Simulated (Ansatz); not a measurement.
**[BCl2]+ (SMILES Cl[B+]Cl): levels of theory compared**

Wanted: a comparison of 6 runs (HF/cc-pVTZ, B2PLYP/cc-pVTZ, CAM-B3LYP/cc-pVTZ, r2SCAN0/cc-pVTZ, revPBE/cc-pVTZ, BCCD(T)/cc-pVTZ) of [BCl2]+. 

The results are computed with Ansatz 0.2.0.

6 further runs of the same task are left out: 6 that didn't finish.

## (1) Starting point

[BCl2]+: 3 atoms, total charge +1, spin state singlet. As SMILES, `Cl[B+]Cl`. The B2–Cl3 distance was set to 2.898 Å, away from the relaxed value. At this shape a bond of the SMILES string is far longer than usual.

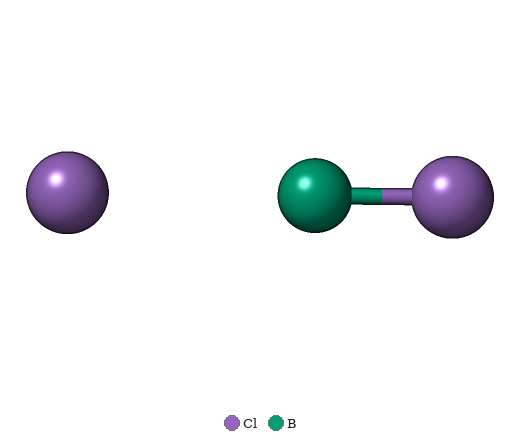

The structure, seen from a chosen angle (chlorine purple, boron teal).

## (2) A single-point energy at HF/cc-pVTZ (run 1)

Input file job.yaml:

```yaml
basis:
  gaussian: {orbitals: cc-pVTZ}
crystal:
  periodic: [false, false, false]
  atoms:
    - {symbol: Cl, position_ang: [-2.282276, 1.414278, -1.089549]}
    - {symbol: B, position_ang: [-1.014346, 0.628618, -0.484249]}
    - {symbol: Cl, position_ang: [1.267910, -0.785700, 0.605290]}
total_charge: 1
hamiltonian: {xc: hf}
accuracy: high
output: {orbitals: {seedname: orbitals}}
```

The run is started by

```console
$ ansatz run job.yaml --threads 1 --pin off --max-ram 3480MiB --events-out events.jsonl --progress --plain --runs-dir runs
```

The program printed:

```text
Warning: RAYON_NUM_THREADS=1 ignored (pool sized by the plan → 1); use --threads N
Functional definition: HF
  name "HF"
  exchange = exact_x
  correlation = 0
1372 factors; integrals over basis functions are off by at most 3.6e-9 eV
mean field evaluation 1: about -25659.9581 eV, gradient 3.5e1 eV
mean field evaluation 2: about -25660.1962 eV, gradient 3.5e1 eV
mean field evaluation 4: about -25666.8585 eV, gradient 9.8e0 eV
mean field evaluation 8: about -25667.3686 eV, gradient 1.0e0 eV
mean field evaluation 16: about -25667.3742 eV, gradient 3.7e-6 eV
mean field evaluation 32: about -25661.4236 eV, gradient 2.3e1 eV
mean field -25667.37417599 eV, -943.2586029967 hartree, gradient 1.5e-8 eV, S^2 0.000000; 0 other end points of the search recorded, 0 dependent functions left out
reference -25667.37417599 eV, -943.2586029967 hartree; 19, 19 occupied and 79, 79 virtual orbitals, 1372 factors
Total energy: -25667.37417599 eV, -943.2586029967 hartree
```

Wall time 1.6 s (1 thread of Intel Xeon 6975P-C (Granite Rapids), shared host); peak memory 0.23 GiB.

## (3) The energy at B2PLYP/cc-pVTZ (run 2)

Input file run.yaml:

```yaml
crystal:
  periodic: [false, false, false]
  atoms:
    - {symbol: Cl, position_ang: [-2.282276, 1.414278, -1.089549]}
    - {symbol: B, position_ang: [-1.014346, 0.628618, -0.484249]}
    - {symbol: Cl, position_ang: [1.267910, -0.785700, 0.605290]}
basis:
  gaussian:
    orbitals: cc-pVTZ
total_charge: 1
hamiltonian:
  xc: {name: B2PLYP}
correlation:
  frozen_orbitals: {B: 1, Cl: 5}
accuracy: high
output:
  orbitals: {seedname: orbitals}
```

The run is started by

```console
$ ansatz run run.yaml --threads 1 --pin off --max-ram 3480MiB --events-out events.jsonl --progress --plain --runs-dir runs
```

The program printed, shortened:

```text
Warning: RAYON_NUM_THREADS=1 ignored (pool sized by the plan → 1); use --threads N
Functional definition: B2PLYP
  name "B2PLYP"
[...]
1372 factors; integrals over basis functions are off by at most 3.6e-9 eV
[...]
mean field -25698.00912772 eV, -944.3844167076 hartree, gradient 7.1e-8 eV, S^2 0.000000; 1 other end points of the search recorded, 0 dependent functions left out; unrestricted orbitals would lower it
11 core orbitals not correlated: weight in the atoms' cores, before any rotation towards them, 1.000 or more for the frozen orbitals, at most 0.000 for the correlated occupied ones
reference -25698.00914907 eV, -944.3844174922 hartree; 8, 8 occupied and 79, 79 virtual orbitals, 1372 factors
second order -15.85598749 eV of doubles, -0.00000000 eV of singles
Total energy: -25702.29026570 eV, -944.5417456262 hartree
```

Wall time 4.8 s (1 thread of Intel Xeon 6975P-C (Granite Rapids), shared host); peak memory 0.29 GiB.

Runs 3 to 4 aren't shown in full; the table further down has their settings and results.

## (4) The energy at revPBE/cc-pVTZ (run 5)

Input file in.yaml:

```yaml
crystal:
  periodic: [false, false, false]
  atoms:
    - {symbol: Cl, position_ang: [-2.282276, 1.414278, -1.089549]}
    - {symbol: B, position_ang: [-1.014346, 0.628618, -0.484249]}
    - {symbol: Cl, position_ang: [1.267910, -0.785700, 0.605290]}
basis:
  gaussian: {orbitals: cc-pVTZ}
total_charge: 1
hamiltonian: {xc: {name: revPBE}}
accuracy: high
output: {orbitals: {seedname: orbitals}}
```

The run is started by

```console
$ ansatz run in.yaml --threads 1 --pin off --max-ram 3480MiB --events-out events.jsonl --progress --plain --runs-dir runs
```

The program printed:

```text
Warning: RAYON_NUM_THREADS=1 ignored (pool sized by the plan → 1); use --threads N
Functional definition: revPBE
  name "revPBE"
  parameter kappa = 1.245
  parameter beta = 0.06672455060314922
  exchange = pbe_x(kappa = kappa, mu = beta*pi^2/3)
  correlation = pbe_c(beta = beta)
1372 factors; integrals over basis functions are off by at most 3.6e-9 eV
mean field evaluation 1: about -25699.0588 eV, gradient 4.3e1 eV
mean field evaluation 2: about -25503.3893 eV, gradient 1.5e2 eV
mean field evaluation 4: about -25696.5608 eV, gradient 3.0e1 eV
mean field evaluation 8: about -25705.4717 eV, gradient 4.9e0 eV
mean field evaluation 16: about -25705.5636 eV, gradient 1.2e-2 eV
mean field evaluation 32: about -25697.4892 eV, gradient 2.6e1 eV
mean field -25705.56362008 eV, -944.6620391810 hartree, gradient 5.5e-8 eV, S^2 0.000000; 0 other end points of the search recorded, 0 dependent functions left out
reference -25705.56362342 eV, -944.6620393039 hartree; 19, 19 occupied and 79, 79 virtual orbitals, 1372 factors
Total energy: -25705.56362342 eV, -944.6620393039 hartree
```

Run time: 2 s. Hardware: 1 thread of Intel Xeon 6975P-C (Granite Rapids), shared host; peak memory 0.19 GiB.

## (5) The energy at BCCD(T)/cc-pVTZ (run 6)

in.yaml: that of step 4 with these lines changed.

```diff
@@ -7,6 +7,10 @@
 basis:
-  gaussian: {orbitals: cc-pVTZ}
+  gaussian:
+    orbitals: cc-pVTZ
+scf:
+  omitted_lower_state_checks: [cluster_reference, increment]
+correlation:
+  method: bccd_t
+  frozen_orbitals: {B: 1, Cl: 5}
 total_charge: 1
-hamiltonian: {xc: {name: revPBE}}
 accuracy: high
-output: {orbitals: {seedname: orbitals}}
```

The run is started by

```console
$ ansatz run in.yaml --threads 1 --pin off --max-ram 3480MiB --events-out events.jsonl --progress --plain --runs-dir runs
```

The program printed:

```text
Warning: RAYON_NUM_THREADS=1 ignored (pool sized by the plan → 1); use --threads N
[... 13 lines left out ...]
11 core orbitals not correlated: weight in the atoms' cores, before any rotation towards them, 1.000 or more for the frozen orbitals, at most 0.000 for the correlated occupied ones
[... 36 lines left out ...]
WARN: these amplitudes may be one of several solutions (largest doubles amplitude 0.33, level shift 1.28 eV)
Total energy: -25681.90941321 eV, -943.7927631121 hartree
Checks for a lower state left out: cluster_reference, increment
```

Wall time 9 s (1 thread of Intel Xeon 6975P-C (Granite Rapids), shared host); peak memory 0.56 GiB.

## (6) The series

```
run              level  frozen core orbitals  energy (Eh)  HOMO energy (eV)  LUMO energy (eV)  HOMO–LUMO gap (eV)  wall time
  1         HF/cc-pVTZ                     –  -943.258603            -18.08             -8.90                9.19      1.6 s
  2     B2PLYP/cc-pVTZ                    11  -944.541746            -16.40            -11.06                5.33      4.8 s
  3  CAM-B3LYP/cc-pVTZ                     –  -944.818336            -16.37            -11.22                5.15      3.3 s
  4    r2SCAN0/cc-pVTZ                     –  -944.717965            -15.03            -12.32                2.72      5.1 s
  5     revPBE/cc-pVTZ                     –  -944.662039            -13.14            -12.94                0.20        2 s
  6    BCCD(T)/cc-pVTZ                    11  -943.792763                 –                 –                   –        9 s
```

## (7) Summary of results

```
                                           quantity          value
                                run 6: total energy  -943.79276 Eh
run 6: correlation energy (11 core orbitals frozen)     -534.2 mEh
                              run 6: (T) correction     -33.77 mEh
```

In words: Over runs 1, 2, 3, 4, 5 the HOMO–LUMO gap runs from 0.20 eV (revPBE/cc-pVTZ) to 9.19 eV (HF/cc-pVTZ). Exact exchange widens orbital gaps. Totals of different functionals can't be ranked against each other. In runs 2, 6 the log says that unrestricted orbitals would lower the reference, so the values rest on an unstable closed-shell determinant (other closed-shell runs at this shape may share the fault). All runs together took 26 s, the longest 9 s.
